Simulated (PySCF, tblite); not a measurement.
# C₆H₈SSi: dynamics, then NMR shifts on frames, part 2 of 2

tblite 0.8.0 and PySCF 2.14.0. Atoms count from 0.

### Step 5. NMR shieldings: 625 fs, PBE0/pcSseg-1

What the job is given:

```
{"job": {"kind": "nmr", "xc": "PBE0", "basis": "pcSseg-1", "pop": false}, "charge": 0, "multiplicity": 1}
Si     2.218200     0.468900    -0.083000
S      0.902500    -1.137900    -0.704900
C     -0.626400    -0.625400     0.086600
C     -1.459900    -1.604000     0.644400
C     -2.752500    -1.332000     1.020600
C     -3.162100    -0.038600     0.859900
C     -2.351600     0.986500     0.397700
C     -1.107700     0.671100    -0.090800
H      3.484300    -0.239400    -0.444600
H      2.032900     0.889900     1.309300
H      2.203600     1.635500    -0.861700
H     -1.137300    -2.585900     0.713800
H     -3.468700    -1.908700     1.567800
H     -4.259200     0.143600     1.119100
H     -2.643600     1.990900     0.393200
H     -0.340400     1.476800    -0.483100
```

Level: GIAO PBE0/pcSseg-1 NMR shielding, non-relativistic, gas phase.

The log of the run:

```text
coarse grid: 14728 points
cycle   1  E = -920.4339440313  dE =  1.221e+00  |g| = 3.546e-01  |ddm| = 4.007e+00
cycle   2  E = -920.4262262537  dE =  7.718e-03  |g| = 4.026e-01  |ddm| = 9.655e-01
cycle   3  E = -920.4689988880  dE = -4.277e-02  |g| = 6.992e-02  |ddm| = 5.489e-01
cycle   4  E = -920.4699088500  dE = -9.100e-04  |g| = 4.336e-02  |ddm| = 1.270e-01
cycle   5  E = -920.4704254684  dE = -5.166e-04  |g| = 6.695e-03  |ddm| = 5.796e-02
cycle   6  E = -920.4704370138  dE = -1.155e-05  |g| = 2.615e-03  |ddm| = 1.351e-02
cycle   7  E = -920.4704385644  dE = -1.551e-06  |g| = 6.260e-04  |ddm| = 3.363e-03
final grid: 133896 points
cycle   8  E = -920.5190457965  dE = -2.197e-05  |g| = 7.297e-03  |ddm| = 3.974e-02
cycle   9  E = -920.5190365456  dE =  9.251e-06  |g| = 9.296e-03  |ddm| = 2.185e-02
cycle  10  E = -920.5190597679  dE = -2.322e-05  |g| = 7.014e-04  |ddm| = 1.363e-02
cycle  11  E = -920.5190598687  dE = -1.008e-07  |g| = 3.467e-04  |ddm| = 1.235e-03
cycle  12  E = -920.5190599021  dE = -3.340e-08  |g| = 5.619e-05  |ddm| = 4.274e-04
cycle  13  E = -920.5190599029  dE = -7.931e-10  |g| = 2.406e-05  |ddm| = 9.239e-05
converged SCF energy = -920.5190599029

GIAO shielding tensors (ppm)
atom      isotropic    diamagn.    paramagn.     s11        s22        s33       span
  0 Si     405.108     878.721    -473.613    332.121    406.823    476.382    144.261
  1 S      581.906    1058.542    -476.636    398.008    471.305    876.405    478.397
  2 C       42.234     261.917    -219.683    -54.261     30.134    150.829    205.089
  3 C       54.228     248.098    -193.870    -42.561     35.841    169.404    211.964
  4 C       53.940     256.096    -202.156    -63.909     47.156    178.574    242.483
  5 C       49.176     255.089    -205.913    -59.926     36.450    171.003    230.929
  6 C       57.430     253.006    -195.576    -47.804     42.787    177.307    225.111
  7 C       41.818     255.494    -213.676    -62.785     42.717    145.521    208.306
  8 H       26.493      27.795      -1.303     22.315     24.598     32.565     10.250
  9 H       27.052      28.893      -1.841     23.654     25.329     32.173      8.519
 10 H       27.628      30.265      -2.637     23.851     25.556     33.479      9.628
 11 H       24.818      32.882      -8.064     20.443     23.795     30.218      9.775
 12 H       23.813      29.413      -5.600     20.422     23.879     27.139      6.717
 13 H       23.656      26.262      -2.606     19.609     25.121     26.238      6.629
 14 H       24.762      31.593      -6.831     21.406     24.523     28.357      6.951
 15 H       22.867      30.879      -8.011     17.929     22.210     28.463     10.534
```

It took 25 s on 1 thread of Intel Xeon at 2.80GHz, shared host; peak memory 0.91 GiB.

In short: δ C7 145.1, C2 144.7, C5 137.7, C4 133.0, H15 8.85, H13 8.06 ppm.

### Step 6. Nuclear shieldings: 800 fs, PBE0/pcSseg-1

What the job is given:

```
{"job": {"kind": "nmr", "xc": "PBE0", "basis": "pcSseg-1", "pop": false}, "charge": 0, "multiplicity": 1}
Si     2.585700     0.489300     0.159700
S      1.043400    -0.961300    -0.269200
C     -0.384600    -0.497200     0.579200
C     -1.335700    -1.547700     0.799100
C     -2.643300    -1.377800     1.269400
C     -2.989900    -0.032600     1.426600
C     -2.095700     1.040700     1.280300
C     -0.796100     0.782700     0.897000
H      3.754600    -0.244100    -0.210800
H      2.065600     1.017400     1.412300
H      2.550600     1.757100    -0.801700
H     -0.923700    -2.520500     0.459300
H     -3.364400    -2.185600     1.100300
H     -3.922400     0.165200     1.880900
H     -2.476600     2.020600     1.404800
H     -0.019500     1.613200     0.796800
```

Level: GIAO PBE0/pcSseg-1 NMR shielding, non-relativistic, gas phase.

The log of the run:

```text
coarse grid: 14728 points
cycle   1  E = -920.4264568532  dE =  1.147e+00  |g| = 3.391e-01  |ddm| = 3.960e+00
cycle   2  E = -920.4222301005  dE =  4.227e-03  |g| = 3.742e-01  |ddm| = 9.371e-01
cycle   3  E = -920.4607314507  dE = -3.850e-02  |g| = 4.838e-02  |ddm| = 4.993e-01
cycle   4  E = -920.4610042130  dE = -2.728e-04  |g| = 3.855e-02  |ddm| = 1.001e-01
cycle   5  E = -920.4614141093  dE = -4.099e-04  |g| = 8.323e-03  |ddm| = 4.927e-02
cycle   6  E = -920.4614310712  dE = -1.696e-05  |g| = 3.098e-03  |ddm| = 1.370e-02
cycle   7  E = -920.4614333441  dE = -2.273e-06  |g| = 4.458e-04  |ddm| = 3.343e-03
final grid: 133896 points
cycle   8  E = -920.5102242710  dE = -2.858e-05  |g| = 7.646e-03  |ddm| = 4.622e-02
cycle   9  E = -920.5102154806  dE =  8.790e-06  |g| = 9.454e-03  |ddm| = 2.143e-02
cycle  10  E = -920.5102394777  dE = -2.400e-05  |g| = 5.687e-04  |ddm| = 1.291e-02
cycle  11  E = -920.5102395574  dE = -7.972e-08  |g| = 2.302e-04  |ddm| = 1.056e-03
cycle  12  E = -920.5102395705  dE = -1.302e-08  |g| = 7.419e-05  |ddm| = 2.875e-04
cycle  13  E = -920.5102395719  dE = -1.416e-09  |g| = 2.692e-05  |ddm| = 1.078e-04
cycle  14  E = -920.5102395721  dE = -1.812e-10  |g| = 6.634e-06  |ddm| = 3.068e-05
converged SCF energy = -920.5102395721

GIAO shielding tensors (ppm)
atom      isotropic    diamagn.    paramagn.     s11        s22        s33       span
  0 Si     402.132     879.981    -477.849    331.586    385.949    488.860    157.273
  1 S      605.332    1060.659    -455.327    474.439    499.185    842.371    367.932
  2 C       39.466     262.097    -222.631    -66.707     31.517    153.588    220.295
  3 C       35.476     254.419    -218.944    -73.245     28.692    150.981    224.226
  4 C       52.011     259.574    -207.564    -65.137     46.511    174.658    239.796
  5 C       52.798     252.000    -199.202    -56.169     28.334    186.229    242.398
  6 C       54.982     252.515    -197.533    -56.874     46.121    175.700    232.574
  7 C       51.115     255.975    -204.859    -47.327     35.640    165.033    212.360
  8 H       26.796      29.199      -2.403     22.491     25.221     32.677     10.187
  9 H       26.064      30.059      -3.995     22.870     25.029     30.294      7.423
 10 H       25.574      28.272      -2.698     22.274     23.528     30.920      8.646
 11 H       23.504      32.216      -8.712     18.666     21.687     30.159     11.493
 12 H       23.368      29.056      -5.688     20.412     23.561     26.132      5.720
 13 H       24.811      27.784      -2.973     21.600     25.182     27.650      6.050
 14 H       24.236      30.734      -6.498     20.910     24.233     27.566      6.656
 15 H       23.727      32.673      -8.946     18.493     23.559     29.128     10.635
```

Run time: 27 s. Hardware: 1 thread of Intel Xeon at 2.80GHz, shared host; peak memory 0.91 GiB.

Key values: δ C3 151.4, C2 147.5, C7 135.8, C4 134.9, H12 8.35, H11 8.21 ppm.

### Step 7. NMR shieldings: 1000 fs, PBE0/pcSseg-1

What the job is given:

```
{"job": {"kind": "nmr", "xc": "PBE0", "basis": "pcSseg-1", "pop": false}, "charge": 0, "multiplicity": 1}
Si     2.810700     0.734500     0.366700
S      1.243800    -0.812600     0.204800
C     -0.281800    -0.179000     0.650800
C     -1.369200    -0.800100     0.126200
C     -2.604800    -0.287700     0.457000
C     -2.787400     0.801200     1.217400
C     -1.678400     1.452300     1.707200
C     -0.411700     1.028900     1.391900
H      3.967500    -0.133400     0.356300
H      2.524900     1.146000     1.826500
H      2.801900     1.881900    -0.711200
H     -1.199500    -1.611900    -0.522400
H     -3.462500    -0.789000    -0.023800
H     -3.774700     1.337000     1.361200
H     -1.702500     2.444400     2.235200
H      0.492200     1.421200     1.892200
```

With the program's defaults for keys left out, this is: GIAO PBE0/pcSseg-1 NMR shielding, non-relativistic, gas phase.

The log of the run:

```text
coarse grid: 14728 points
cycle   1  E = -920.4246201615  dE =  1.283e+00  |g| = 3.805e-01  |ddm| = 4.018e+00
cycle   2  E = -920.4155894182  dE =  9.031e-03  |g| = 4.296e-01  |ddm| = 1.197e+00
cycle   3  E = -920.4675626944  dE = -5.197e-02  |g| = 5.201e-02  |ddm| = 6.607e-01
cycle   4  E = -920.4679632065  dE = -4.005e-04  |g| = 3.857e-02  |ddm| = 1.137e-01
cycle   5  E = -920.4683670461  dE = -4.038e-04  |g| = 7.189e-03  |ddm| = 4.697e-02
cycle   6  E = -920.4683804016  dE = -1.336e-05  |g| = 2.937e-03  |ddm| = 1.447e-02
cycle   7  E = -920.4683824817  dE = -2.080e-06  |g| = 4.679e-04  |ddm| = 3.787e-03
final grid: 133896 points
cycle   8  E = -920.5173737362  dE = -1.878e-05  |g| = 7.311e-03  |ddm| = 4.027e-02
cycle   9  E = -920.5173646908  dE =  9.045e-06  |g| = 9.257e-03  |ddm| = 2.231e-02
cycle  10  E = -920.5173876338  dE = -2.294e-05  |g| = 4.791e-04  |ddm| = 1.362e-02
cycle  11  E = -920.5173876808  dE = -4.702e-08  |g| = 2.636e-04  |ddm| = 9.437e-04
cycle  12  E = -920.5173876998  dE = -1.900e-08  |g| = 5.458e-05  |ddm| = 3.412e-04
cycle  13  E = -920.5173877006  dE = -7.776e-10  |g| = 1.598e-05  |ddm| = 8.931e-05
converged SCF energy = -920.5173877006

GIAO shielding tensors (ppm)
atom      isotropic    diamagn.    paramagn.     s11        s22        s33       span
  0 Si     408.029     879.313    -471.284    349.829    433.472    440.784     90.955
  1 S      584.611    1060.795    -476.184    445.295    510.825    797.713    352.418
  2 C       43.960     264.383    -220.423    -60.222     25.891    166.211    226.433
  3 C       54.577     252.080    -197.503    -55.514     57.744    161.500    217.014
  4 C       58.697     253.611    -194.914    -40.119     37.222    178.987    219.106
  5 C       63.998     255.525    -191.527    -33.284     51.198    174.080    207.364
  6 C       49.112     256.688    -207.576    -61.086     37.654    170.769    231.855
  7 C       50.114     255.184    -205.070    -59.950     42.485    167.807    227.758
  8 H       27.080      28.785      -1.706     23.153     25.267     32.819      9.665
  9 H       24.822      28.593      -3.771     21.049     24.048     29.368      8.319
 10 H       25.528      27.253      -1.725     22.247     23.290     31.047      8.799
 11 H       24.282      33.894      -9.612     20.414     22.112     30.320      9.906
 12 H       24.316      28.777      -4.461     20.053     25.702     27.194      7.141
 13 H       23.784      27.280      -3.496     19.852     25.122     26.377      6.525
 14 H       23.728      28.738      -5.010     19.903     24.016     27.265      7.361
 15 H       23.291      33.526     -10.235     18.094     22.375     29.405     11.311
```

Run time: 25 s. Hardware: 1 thread of Intel Xeon at 2.80GHz, shared host; peak memory 0.91 GiB.

This run: δ C2 143.0, C6 137.8, C7 136.8, C3 132.3, H15 8.43, H14 7.99 ppm.

### Step 8. Run by run: NMR shifts

Shifts (ppm) of some atoms, chosen among heavy atoms and hydrogens apart, with basis size and wall time:

```
  frame     C3     C4     C5   H10    H9    Si0    S1  functions  time
 250 fs  153.0  141.7  124.9  4.86  3.80  -47.6  -148        190  27 s
 425 fs  140.5  132.7  136.0  5.12  4.74  -32.7   -84        190  27 s
 625 fs  132.7  133.0  137.7  4.09  4.66  -56.0   -78        190  25 s
 800 fs  151.4  134.9  134.1  6.14  5.65  -53.0  -102        190  27 s
1000 fs  132.3  128.2  122.9  6.19  6.90  -58.9   -81        190  25 s
```

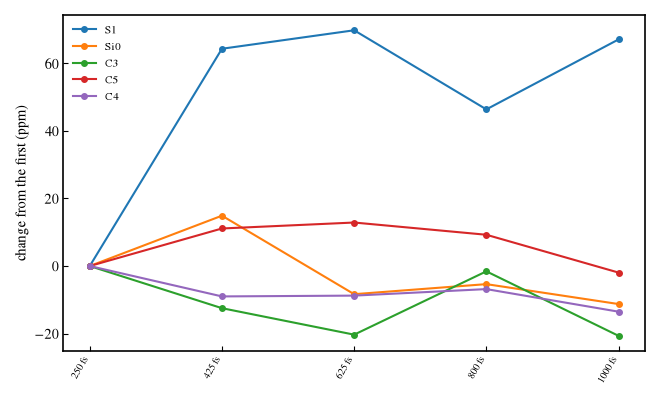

How five of the tabulated atoms move from run to run.

### Step 9. Outcome

The summary covers parts 1 to 2.

| quantity | value |
| --- | --- |
| thermostat | 400 K |
| mean temperature, second half | 438 K |
| mean potential energy above the minimum | 0.77 eV |
| ¹³C shifts against TMS (PBE0/pcSseg-1, 250 fs) | 153.0, 143.6, 141.7, 137.0, 130.8, 124.9 ppm |
| ¹H shifts against TMS (PBE0/pcSseg-1, 250 fs) | 8.43, 7.55, 7.44, 7.44, 6.28, 5.16, 4.86, 3.80 ppm |
| ²⁹Si shifts against TMS (PBE0/pcSseg-1, 250 fs) | -47.6 ppm |
| ³³S shifts against CS2 (PBE0/pcSseg-1, 250 fs) | -148 ppm |
| range of the shift of S1 | -148 to -78 ppm |

What this shows: In the second half the potential energy averages 0.77 eV above the minimum; equipartition over 42 harmonic modes at 400 K would give 0.72 eV. With 16 atoms the temperature swings widely (178 to 634 K). Shifts at one fixed geometry are not the observed spectrum, which averages over the motion. In the first frame run (250 fs): The largest span, 419 ppm, is at S1, where the paramagnetic term is -407 ppm. NICS(1)zz of -28 ppm above the planar ring from C2 marks a diatropic (aromatic) ring current. In ppm, S1 moves most: its shift spreads over 70 ppm, from -148 (250 fs) to -78 (625 fs).
